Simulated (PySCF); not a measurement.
C₆H₁₆OSi₂

```xyz
25

C     4.0084   -0.0012    0.1341
O     2.7969    0.5196    0.5860
Si    1.3624    0.5016   -0.1866
C     0.7107   -1.2548   -0.5237
C    -0.7437   -1.2518   -0.9960
Si   -1.8956   -0.3718    0.2375
C    -3.6548   -0.2789   -0.4761
C    -1.2241    1.3819    0.5420
C     0.2198    1.3778    1.0373
H     4.7698    0.2131    0.8847
H     4.2976    0.4583   -0.8138
H     3.9387   -1.0817   -0.0103
H     1.4687    1.2163   -1.4733
H     0.7799   -1.8457    0.3933
H     1.3329   -1.7676   -1.2631
H    -1.0785   -2.2781   -1.1621
H    -0.7979   -0.7525   -1.9654
H    -1.9281   -1.1235    1.5090
H    -3.6793    0.2622   -1.4166
H    -4.0558   -1.2703   -0.6568
H    -4.3256    0.2256    0.2108
H    -1.2752    1.9579   -0.3845
H    -1.8579    1.9064    1.2610
H     0.2641    0.8789    2.0065
H     0.5557    2.4025    1.2051
```

Geometry: GFN2-xTB.

All numbers below come from PySCF, PBE0/6-31G*, SCF density, gas phase, non-relativistic.

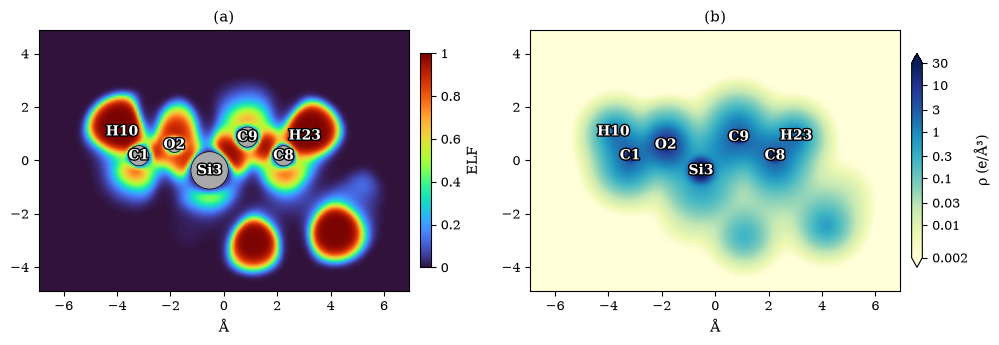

Figure 1. (a) ELF; (b) total electron density on the plane of atoms Si3, C9 and C8. Grey discs cover the atomic cores in the ELF map.

Interpret the plot.

The section cuts through C, O, Si and H sites. C–O (1.39 Å): ρ is about 2.1 e/Å³ halfway, with its minimum of 1.8 e/Å³ about 0.5 Å from C; the ELF peaks at about 0.85 between the atoms: a shared but strongly polarised pair. C–C (1.53 Å): ρ is about 1.6 e/Å³ halfway; the ELF peaks at about 0.95 between the atoms; a shared electron pair. Si–O (1.63 Å): ρ is about 1.2 e/Å³ halfway; the ELF peaks at about 0.85 between the atoms: a polar covalent bond. C–Si (1.89 Å): ρ is about 0.97 e/Å³ halfway; the ELF peaks at about 0.95 between the atoms, as expected for a covalent bond. C–H (1.09 Å): the density is about 2 e/Å³ at the midpoint; the ELF climbs to about 1 towards the hydrogen, as it does in any bond to H: a covalent bond by its length. The ELF also peaks beside O2, away from the bonds: lone-pair regions.

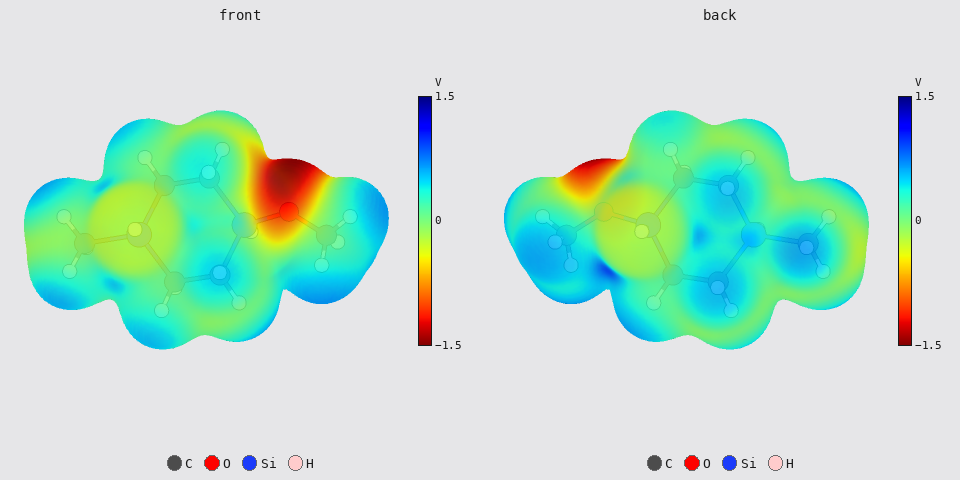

Figure 2. The electrostatic potential painted on the density surface at 0.002 e/bohr³, seen from the front and from behind; the colour scale runs from red (negative) to blue (positive).

Which sites attract a positive test charge, and which a negative one?

A positive charge is drawn to the negative regions and a negative charge to the positive ones. The most negative region (about −1.5 V) lies over O2, the most positive (about +0.7 V) over Si3. O2 is the likeliest acceptor of a hydrogen bond.
